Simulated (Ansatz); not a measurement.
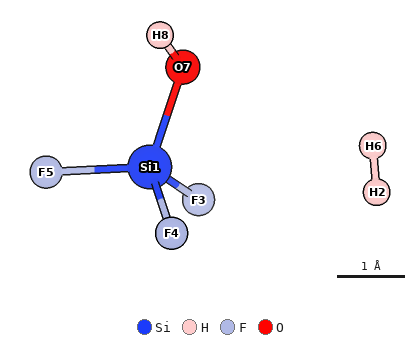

*The input geometry (ball-and-stick view, seen at a tilt; atoms are numbered from 1 in the order of the input).*

Bond lengths as drawn: F–Si 1.56 to 1.57 Å, H–H 0.75 Å, H–O 0.96 Å and O–Si 1.60 Å.

# Run report: SiH$_{3}$OF$_{3}$, single-point calculation

- system: SiH$_{3}$OF$_{3}$
- method: RKS PBE0-D4/def2-TZVPP (Ansatz 0.2.0)

The geometry is the product side of a reaction. The reaction was set up to form Si1–O7 and H2–H6 and to break Si1–H2 and H6–O7 (atoms counted from 1 in the order of the input); sticks are drawn by distance alone. The geometry comes from this level: PBE0-D4/def2-TZVP.

What the program printed:
```
Functional definition: PBE0
  name "PBE0"
  cite "Adamo & Barone, J. Chem. Phys. 110, 6158 (1999) doi:10.1063/1.478522"
  cite "Perdew, Burke & Ernzerhof, Phys. Rev. Lett. 77, 3865 (1996) doi:10.1103/PhysRevLett.77.3865"
  parent pbe
  parameter a = 0.25
  parameter kappa = 0.804
  parameter beta = 0.06672455060314922
  exchange = (1 - a)*pbe_x(kappa = kappa, mu = beta*pi^2/3) + a*exact_x
  correlation = pbe_c(beta = beta)
1087 factors; their error is unknown
mean field evaluation 1: about -18115.6605 eV, gradient 6.9e1 eV
mean field evaluation 2: about -18108.8729 eV, gradient 9.6e1 eV
mean field evaluation 4: about -18122.1998 eV, gradient 3.5e0 eV
mean field evaluation 8: about -18122.2652 eV, gradient 2.3e-2 eV
mean field -18122.26521770 eV, -665.9809630379 hartree, gradient 2.6e-5 eV, S^2 0.000000; 0 other end points of the search recorded, 0 dependent functions left out
reference -18122.26524442 eV, -665.9809640198 hartree; 26, 26 occupied and 182, 182 virtual orbitals, 1087 factors
Total energy: -18122.37358371 eV, -665.9849454155 hartree
```

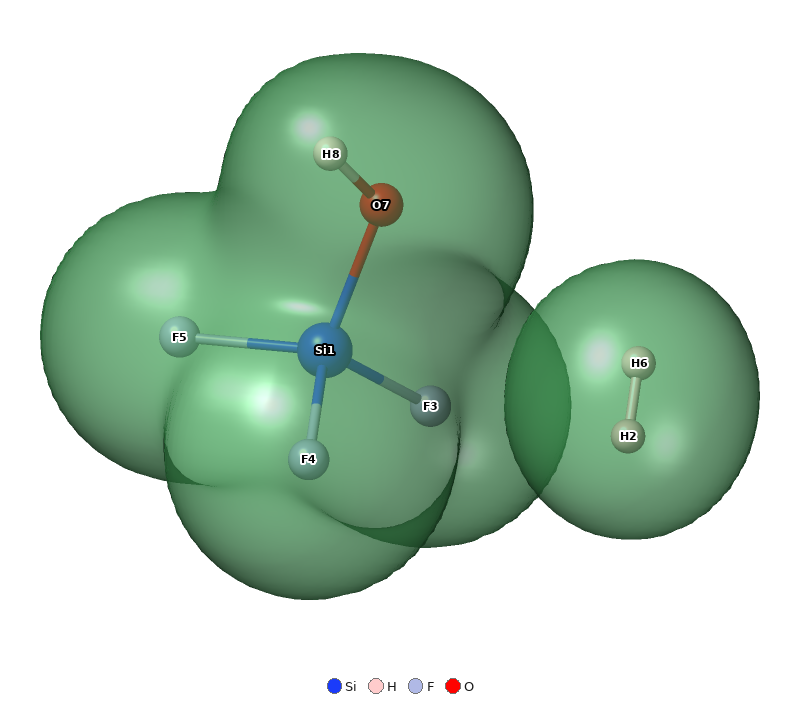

*Isosurface of the electron density at 0.03 e/Å³ (green), seen at a tilt.*

At this value the surface falls into two separate pieces. It is pinched off along the Si···H (3.39 Å) contacts. On the grid the lowest density along these lines, outside the cores, is 0.02 e/Å³ (Si···H, 3.39 Å), 1.1 e/Å³ (Si–F, 1.56 Å), 1.1 e/Å³ (Si–O, 1.60 Å) and 1.8 e/Å³ (H–H, 0.75 Å).

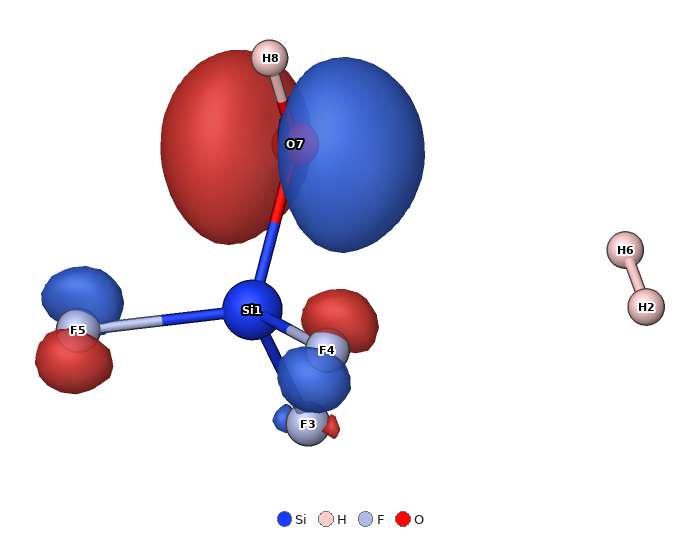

*One frontier orbital at ±0.2 Å⁻³ᐟ² (blue and red are the two phases), seen face on.*

The HOMO, at −10.68 eV.

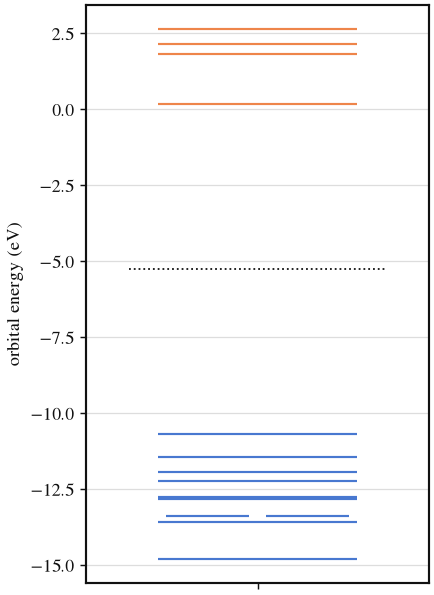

*Orbital energies near the frontier; the dotted line parts filled from empty levels, and levels within 0.02 eV of each other stand side by side.*

Highest filled −10.68 eV, lowest empty 0.19 eV, 10.87 eV apart.

This output came from the following input.

Input file:
```yaml
crystal:
  periodic: [false, false, false]
  atoms:
    - {symbol: Si, position_ang: [-0.211626, 0.909138, -0.080695]}
    - {symbol: H, position_ang: [-0.691727, -2.562468, 0.003508]}
    - {symbol: F, position_ang: [-0.837162, 0.484675, -1.450763]}
    - {symbol: F, position_ang: [-1.122514, 0.372871, 1.082909]}
    - {symbol: F, position_ang: [-0.231333, 2.478295, 0.018474]}
    - {symbol: H, position_ang: [-0.014606, -2.472484, -0.297716]}
    - {symbol: O, position_ang: [1.277682, 0.314969, -0.020278]}
    - {symbol: H, position_ang: [1.831287, 0.474803, 0.744562]}
basis:
  gaussian: {orbitals: def2-TZVPP}
hamiltonian: {xc: pbe0, dispersion: d4}
output: {orbitals: {seedname: orbitals}}
```

Command:
```bash
ansatz run in.yaml --threads 4 --pin off --events-out ev --progress --plain --max-ram 9574MiB
```

Results in brief:

```csv
quantity,value
outcome,converged
total energy,−18122.3736 eV
mean-field energy,−18122.2652 eV
dispersion energy,−0.1083 eV
SCF solution under orbital rotations,stable
HOMO,−10.68 eV
LUMO,0.19 eV
hardware,"4 threads of Arm Neoverse V1, 23 GiB of memory available, shared host"
wall time,1.9 s (CPU time 6.7 s)
peak memory,0.44 GiB
```
